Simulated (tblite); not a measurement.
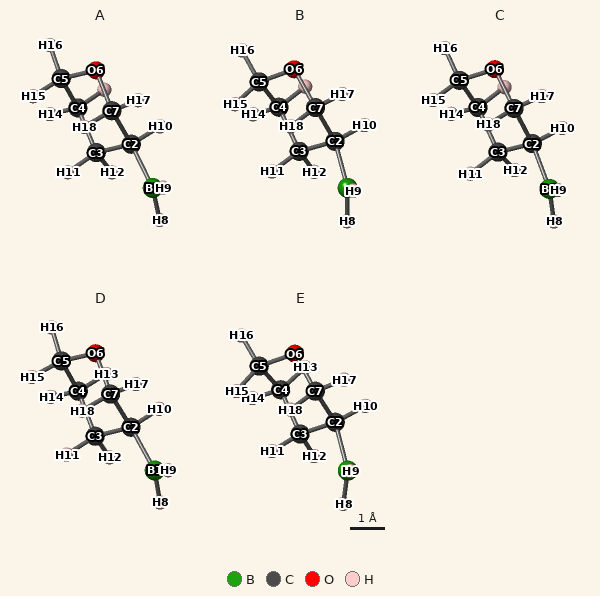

5 geometries from one relaxation of C5H11BO, in shuffled order. A ball-and-stick model, seen from a free direction.

These are results of GFN2-xTB geometry optimisation, gas phase in tblite, not measurements. 

### Put them in the order of the run, from the start to the converged end.

E, B, C, A, D. They are steps 0, 9, 21, 32, 72, at +47.1 kJ/mol, +11.7 kJ/mol, +4.69 kJ/mol, +1.47 kJ/mol relative to the last. After 72 geometry steps the energy has fallen by 47.1 kJ/mol. The largest move after the best rigid fit is that of H9, 0.53 Å. By element the largest moves are H 0.53 Å, C 0.21 Å, B 0.20 Å, O 0.08 Å. Some distances before and after: B1–C2 1.613 → 1.570 Å, C2–C7 1.513 → 1.537 Å, C3–H11 1.114 → 1.094 Å, C5–O6 1.389 → 1.408 Å. Among the angles between lasting bonds that change: B1–C2–C3 103.9° → 115.9°, B1–C2–H10 111.5° → 103.5°, B1–C2–C7 109.7° → 115.7°. Cost: 0.33 s on 1 thread of Arm Neoverse V2, with other jobs on the host.
